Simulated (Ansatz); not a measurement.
CH$_{4}$BF···H$_{2}$

```
atom    x (Å)    y (Å)    z (Å)
   B   0.0568  -0.2223   0.0394
   F   0.0824  -0.4651   1.3525
   C   1.3851  -0.0707  -0.7626
   H   1.6655  -1.0887  -1.1012
   H   1.2710   0.5400  -1.6712
   H   2.2264   0.3087  -0.1614
   H  -1.0331  -0.2280  -0.4839
   H  -0.0316   2.0912   0.6590
   H  -0.0286   1.6603   1.2327
```

Not at a stationary point (largest force 1.8 eV/Å).

Computed with Ansatz 0.2.0, RKS B3LYP/cc-pVDZ.

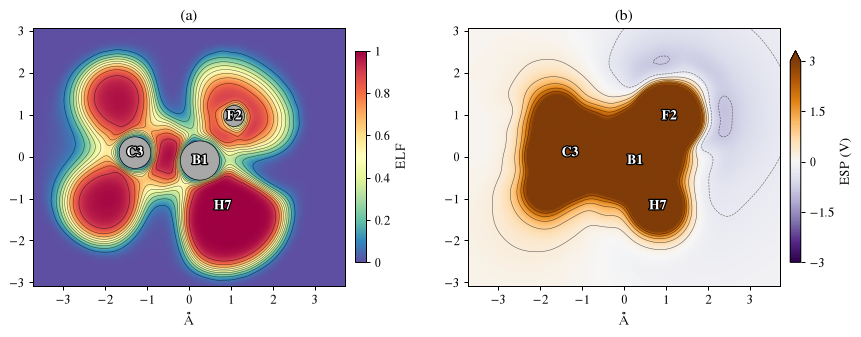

Figure 1. (a) ELF; (b) molecular electrostatic potential on the plane of atoms F2, B1 and C3. Grey discs cover the atomic cores in the ELF map.

Q: What do the fields say about this system?

A: Atoms in the plane: B, F, C and H.
B–F (1.34 Å): the ELF peaks at about 0.85 between the atoms (a shared but strongly polarised pair).
C–B (1.56 Å): the ELF peaks at about 1 between the atoms, as expected for a covalent bond.
B–H (1.21 Å): the ELF climbs to about 1 towards the hydrogen, as it does in any bond to H: a covalent bond by its length.
The ELF also peaks beside F2, away from the bonds: lone-pair regions.
Outside the dense part of the complex the potential is most negative (−0.9 V) near F2.

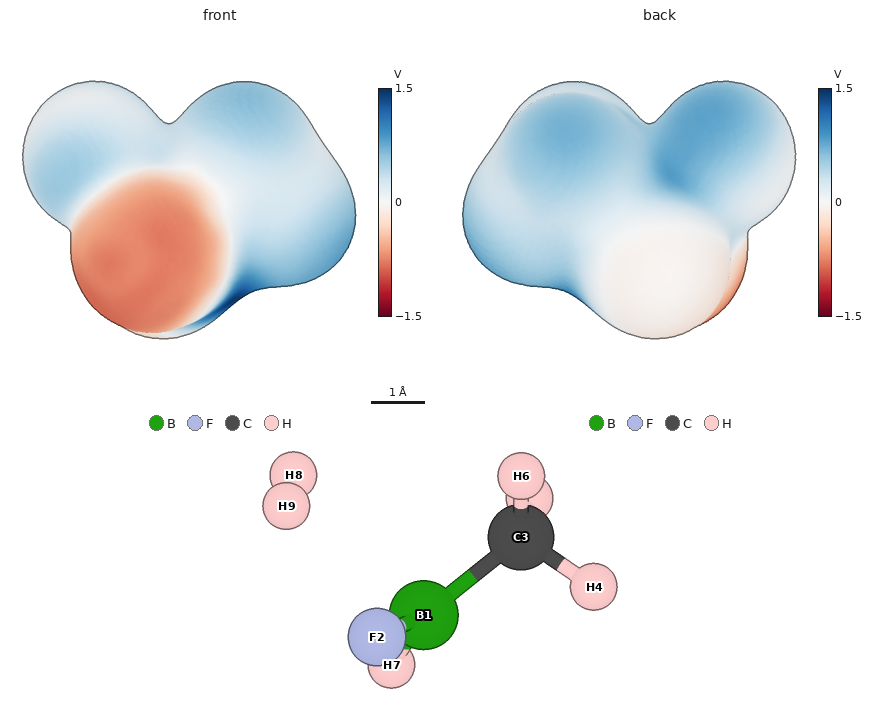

Figure 2. The molecular electrostatic potential painted on the density surface at 0.002 e/bohr³, seen from the front and from behind; red is negative and blue positive. The bare structure is drawn below in the same view.

Q: Which sites attract a positive test charge, and which a negative one?

A: A positive charge is drawn to the negative regions and a negative charge to the positive ones. The most negative region (about −0.8 V) lies over F2, the most positive (about +1.3 V) over B1.

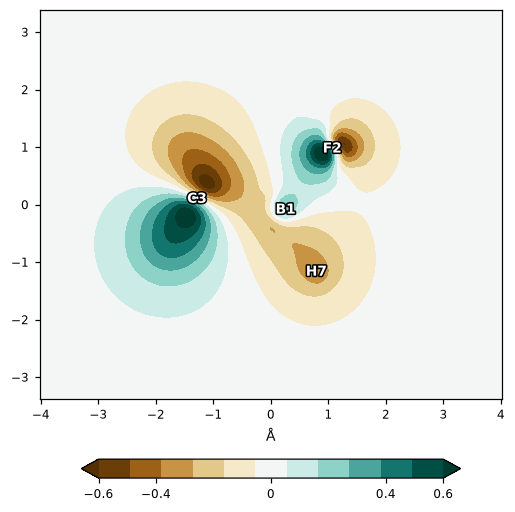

Figure 3. The HOMO−1 on the plane of atoms F2, B1 and C3 (values in Å⁻³ᐟ²; the overall sign is arbitrary).

Q: What is the character of this orbital?

A: Its weight (Hirshfeld) is mainly on C3 (about 35 %), H5 (about 15 %), H6 (about 15 %), B1 (about 10 %) and F2 (about 10 %). Its energy is −10.45 eV.
